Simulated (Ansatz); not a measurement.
System: GdMn.

The calculation's input:

```
crystal:
  lattice:
    - [3.5623726939, 0.0, 0.0]
    - [0.0, 3.5623726939, 0.0]
    - [0.0, 0.0, 3.5623726939]
  atoms:
    - { symbol: Gd, position: [0.0, 0.0, 0.0], spin: 7.0, spin_axis: [0.0, 0.0, 1.0] }
    - { symbol: Mn, position: [0.5, 0.5, 0.5], spin: 3.5, spin_axis: [0.0, 0.0, -1.0] }
basis:
  ecutwfc: 420
  ecutrho_ratio: 4
kpoints:
  mp_grid: { grid: [8, 8, 8] }
hamiltonian:
  xc: pbe
  hubbard: { sites: [{ species: Gd, l: f, u_eff: 6.0 }] }
scf:
  occupations: { method: gaussian, width: 0.05 }
  lower_state_search: "off"
output:
  forces: true
  stress: true
  eigenvalues: true
  populations: true
  hubbard: { sites: [{ species: Gd, l: f }] }
  dos: { projected: true, de: 0.02 }
  write_density: true
  write_potential: true
  elf: true
  volumetric_format: npy
magnetization:
  noncollinear: true
  spin_orbit: true
checkpoint:
  read: start.run
  write: ck
  compress: false
  write_wavefunctions: false
  write_every: 100000
```

Launched as:

```sh
ansatz run input.yaml --threads 2 --pin off --max-ram 2662MiB --backend cpu --events-out ev --progress --plain --runs-dir out
```

Space group Pm-3m; started from the CsCl prototype, which need not be the ambient phase; Hubbard U of 6 eV on Gd f only.

Computed with Ansatz 0.2.0, DFT PBE+U, spin-orbit coupling, plane waves, PAW.

> What will maps of the valence pseudo-density and electron localisation function show?

Gd–Mn (3.09 Å): ρ at the midpoint is about 0.16 e/Å³; the ELF is about 0.15 at the midpoint (no localised pair shows between them).

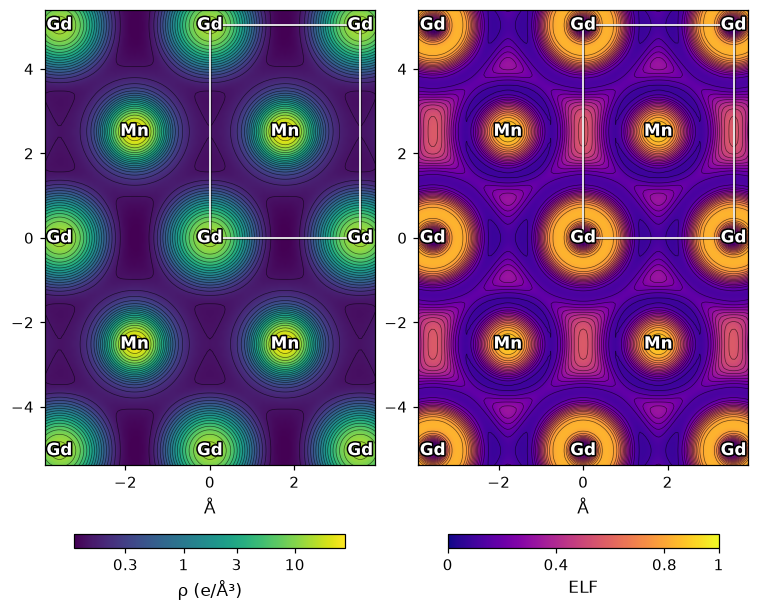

Computed valence pseudo-density and electron localisation function on the (011) plane of the calculation cell, in this order. 

In a PAW calculation such maps are meaningful between the atoms, not at the nuclei.
